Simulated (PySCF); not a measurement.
C$_{4}$H$_{6}$O$_{3}$S

| atom | x (Å) | y (Å) | z (Å) |
| --- | --- | --- | --- |
| C | -2.5018 | -0.7740 | 0.3704 |
| O | -1.2457 | -0.2032 | 0.6393 |
| C | -0.4060 | -0.2144 | -0.3486 |
| S | -0.7705 | -0.6460 | -1.8726 |
| C | 1.0513 | 0.3203 | -0.2178 |
| C | 2.0149 | -0.6460 | 0.3539 |
| O | 1.9494 | -1.1316 | 1.4795 |
| O | 3.0822 | -0.8575 | -0.4718 |
| H | -2.8899 | -0.0782 | -0.4344 |
| H | -2.9554 | -0.8048 | 1.3620 |
| H | -2.5837 | -1.7669 | -0.0862 |
| H | 0.9354 | 1.1440 | 0.5702 |
| H | 1.6119 | 0.6130 | -1.0767 |
| H | 3.6669 | -1.4726 | 0.0291 |

Geometry: GFN2-xTB, MD frame at 250 fs, 600 K.

The calculation used PBE0/pcSseg-1, SCF density, gas phase, non-relativistic (PySCF 2.14.0).

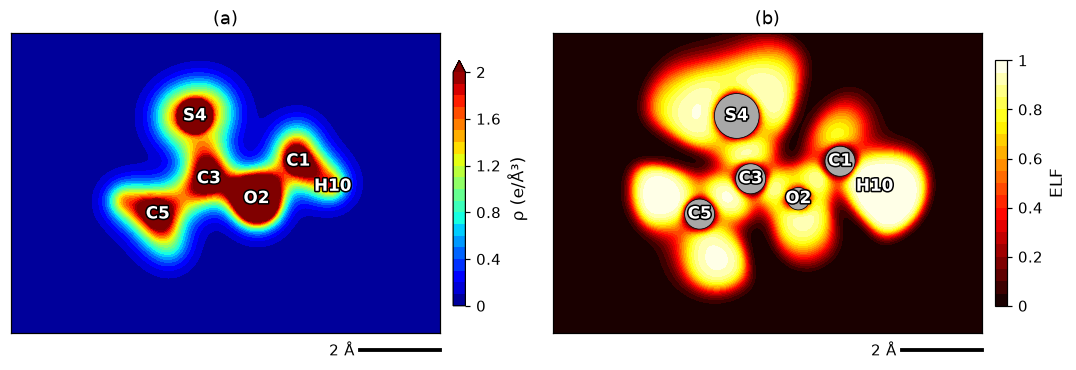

Figure 1. (a) total electron density; (b) ELF on the plane of atoms C1, O2 and C3. Grey discs cover the atomic cores in the ELF map.

What do the fields say about this system?

Answer.
- The section cuts through C, O, S and H sites.
- C–S (1.63 Å): ρ is about 1.6 e/Å³ halfway; the ELF peaks at about 0.90 between the atoms: localised, covalent bonding.
- C–O (1.30 Å): ρ is about 2.7 e/Å³ halfway; the ELF peaks at about 0.90 between the atoms (a polar covalent bond).
- C–C (1.56 Å): the density is about 1.6 e/Å³ at the midpoint; the ELF peaks at about 0.95 between the atoms (a shared electron pair).
- The ELF also peaks beside O2 and S4, away from the bonds: lone-pair regions.

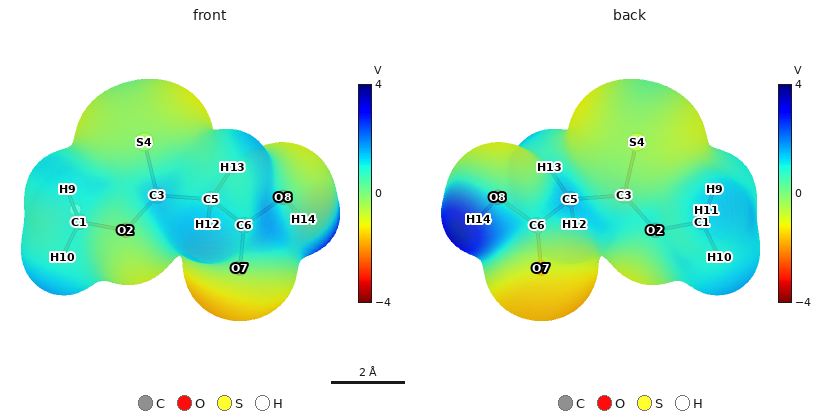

Figure 2. The electrostatic potential painted on the density surface at 0.004 e/bohr³, seen from the front and from behind; the colour scale runs from red (negative) to blue (positive).

Describe the electrostatic potential map.

Answer. The most negative region (about −1.8 V) lies over O7, the most positive (about +3.4 V) over H14. O7 is the likeliest acceptor of a hydrogen bond.

How polar is the molecule by this calculation?

Answer. Its dipole moment is 0.90 D.
